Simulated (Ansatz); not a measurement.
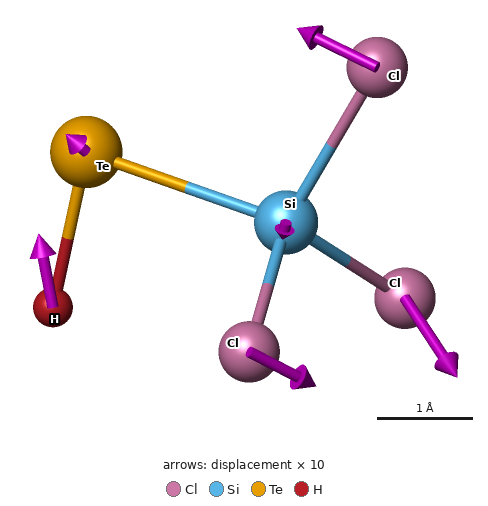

A relaxation of SiHTeCl3 (coarse preliminary run). The starting structure is drawn; purple arrows show the displacements, magnified 10 times. The two geometries are superimposed by the best rigid fit.

Style: ball-and-stick. Shown at a tilt.

The start comes from a force field.

Theory: RKS PBE-D4/def2-SVP (Ansatz 0.2.0).

The input:
```yaml
crystal:
  periodic: [false, false, false]
  atoms:
    - {symbol: Cl, position_ang: [-0.697000, -1.001700, 1.837500]}
    - {symbol: Si, position_ang: [0.273300, -0.487700, 0.059700]}
    - {symbol: Cl, position_ang: [2.210300, -1.193300, 0.166500]}
    - {symbol: Cl, position_ang: [-0.616900, -1.367700, -1.570300]}
    - {symbol: Te, position_ang: [0.305000, 1.974700, -0.263200]}
    - {symbol: H, position_ang: [-1.432600, 2.011600, -0.276400]}
basis:
  gaussian: {orbitals: def2-SVP}
hamiltonian: {xc: pbe, dispersion: d4}
relax: {f_tol: 0.03, max_steps: 200}
```

Q: Atoms of which element are displaced furthest, and by how much?

A: Chlorine: up to 0.12 Å, against 0.08 Å for hydrogen.

Q: What did the optimiser do to the structure, and how much energy did it gain?

A: The largest move after the best rigid fit is that of Cl4, 0.12 Å. By element the largest moves are Cl 0.12 Å, H 0.08 Å, Te 0.03 Å, Si 0.02 Å. Among the contacts that change: Te5–H6 1.738 → 1.683 Å, Cl1–Si2 2.090 → 2.068 Å, Si2–Te5 2.484 → 2.498 Å, Si2–Cl3 2.064 → 2.068 Å. Among the angles between lasting bonds that change: Cl1–Si2–Cl4 111.6° → 107.0°, Cl4–Si2–Te5 109.1° → 113.0°, Cl3–Si2–Te5 109.5° → 105.8°. The energy falls by 0.060 eV in 5 geometry steps. The largest force component goes from 0.78 to 0.0044 eV/Å. The run took of the order of 26 core-seconds on a shared host.
